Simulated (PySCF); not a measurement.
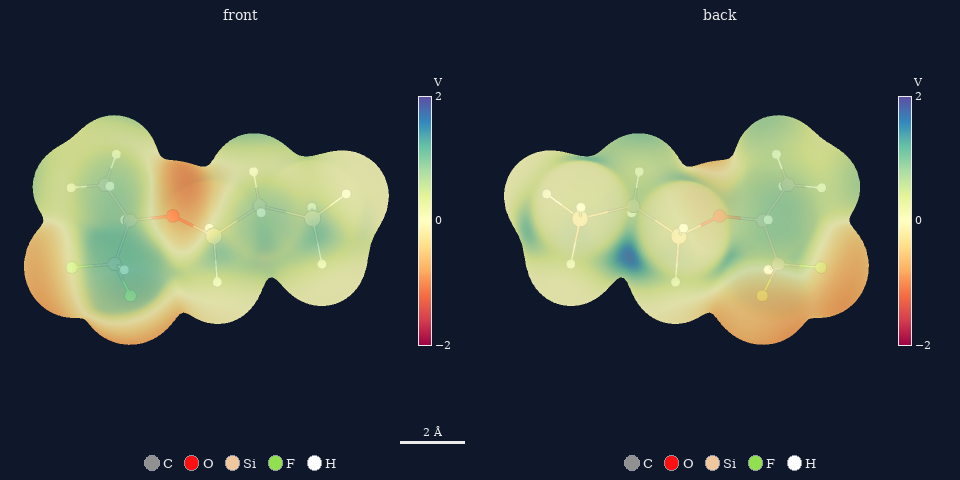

*C4H12F2OSi2. The molecular electrostatic potential painted on the density surface at 0.002 e/bohr³, seen from the front and from behind; red is negative and blue positive.*

Geometry: GFN2-xTB.

Computed with PySCF 2.14.0, PBE0/pcSseg-1, SCF density, gas phase, non-relativistic.

The calculation's input:

```
{"job": {"kind": "nmr", "xc": "PBE0", "basis": "pcSseg-1"}, "charge": 0, "multiplicity": 1}
C     -2.591376    -0.418485    -1.596367
C     -1.838577    -0.341764    -0.272367
O     -0.520182     0.022535    -0.511610
Si     0.782591    -0.162569     0.456559
C      2.199853     0.230536    -0.724637
Si     3.903289    -0.026393     0.057978
C     -2.486278     0.698808     0.646703
F     -3.821096     0.498198     0.752827
F     -1.996746     0.597825     1.905275
H     -2.111543    -1.152811    -2.236888
H     -2.560002     0.549192    -2.091281
H     -3.625331    -0.706145    -1.429530
H     -1.877175    -1.308930     0.248293
H      0.819222    -1.541970     0.952832
H      0.738515     0.756870     1.593556
H      2.114562     1.262203    -1.064436
H      2.117877    -0.388236    -1.617772
H      4.941353     0.310860    -0.921767
H      4.051869     0.834564     1.230942
H      4.065212    -1.423899     0.460050
H     -2.314958     1.726552     0.295911
```

Run with:

```sh
OMP_NUM_THREADS=1 python probes_run.py task.json out
```

Where is the surface potential most negative and most positive?

The most negative region (about −0.9 V) lies over O3, the most positive (about +1.5 V) over Si4 and Si6.
